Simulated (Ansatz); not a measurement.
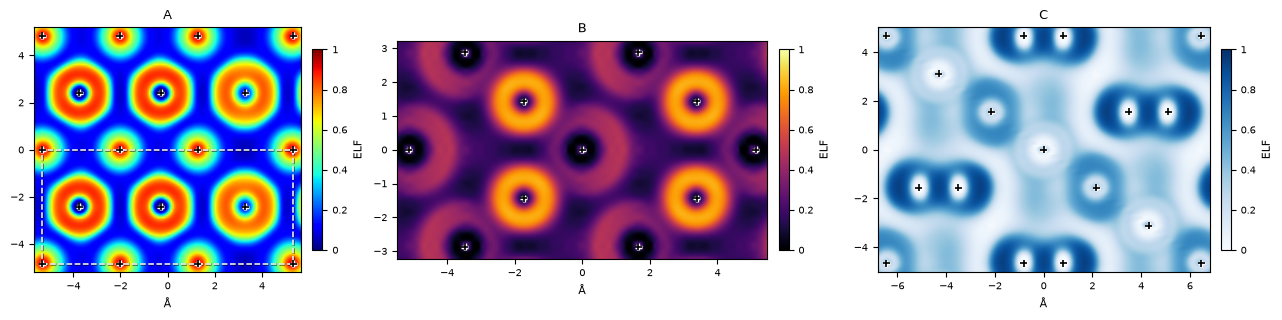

The electron localisation function of 3 systems, each on a plane through atoms (crosses mark nuclei in the plane).

Level of theory: DFT PBE, scalar-relativistic, plane waves, PAW in Ansatz 0.2.0.

System 1: Cd3SeS2, the (11̄0) plane of the conventional cell. Space group P4/mmm; a structure generated by program, which may or may not match a known phase.

```xyz
6
Lattice="3.4201 0.0000 0.0000 0.0000 3.4201 0.0000 0.0000 0.0000 10.6453" Properties=species:S:1:pos:R:3 pbc="T T T"
Cd    1.7101    1.7101    2.0216
Cd    1.7101    1.7101    5.3227
Cd    1.7101    1.7101    8.6237
Se    0.0000    0.0000    0.0000
S     0.0000    0.0000    3.5850
S     0.0000    0.0000    7.0603
```

System 2: Ge3N, the (100) plane of the conventional cell. Space group P6₃/mcm; a structure generated by program, which may or may not match a known phase.

System 3: Ga3B2As, the (110) plane of the conventional cell. Space group R-3m; a structure generated by program, which may or may not match a known phase.

```
Ga B As
1.0
     5.38852    0.00000    0.00000
    -2.69426    4.66660    0.00000
     0.00000    0.00000   12.92788
Ga B As
9 6 3
Direct
  0.83333 0.16667 0.16667
  0.50000 0.50000 0.50000
  0.16667 0.83333 0.83333
  0.33333 0.16667 0.16667
  0.00000 0.50000 0.50000
  0.66667 0.83333 0.83333
  0.83333 0.66667 0.16667
  0.50000 0.00000 0.50000
  0.16667 0.33333 0.83333
  0.33333 0.66667 0.22912
  0.00000 0.00000 0.56245
  0.66667 0.33333 0.89579
  0.33333 0.66667 0.10421
  0.00000 0.00000 0.43755
  0.66667 0.33333 0.77088
  0.00000 0.00000 0.00000
  0.66667 0.33333 0.33333
  0.33333 0.66667 0.66667
```

### Which map belongs to which system?

Panel A is system 1, Cd3SeS2: the plane holds Cd, Se and S. Cd–S (2.88 Å): the ELF peaks at about 0.85 in the valence shell of S, 0.8 Å from its nucleus, and drops to about 0.10 between the two atoms. Panel B is system 2, Ge3N: the plane holds Ge and N. Ge–N (2.25 Å): the ELF peaks at about 0.85 in the valence shell of N, 0.6 Å from its nucleus, and is about 0.40 at the midpoint. Panel C is system 3, Ga3B2As: the plane holds Ga, B and As. B–B (1.61 Å): the ELF peaks at about 0.90 between the atoms.
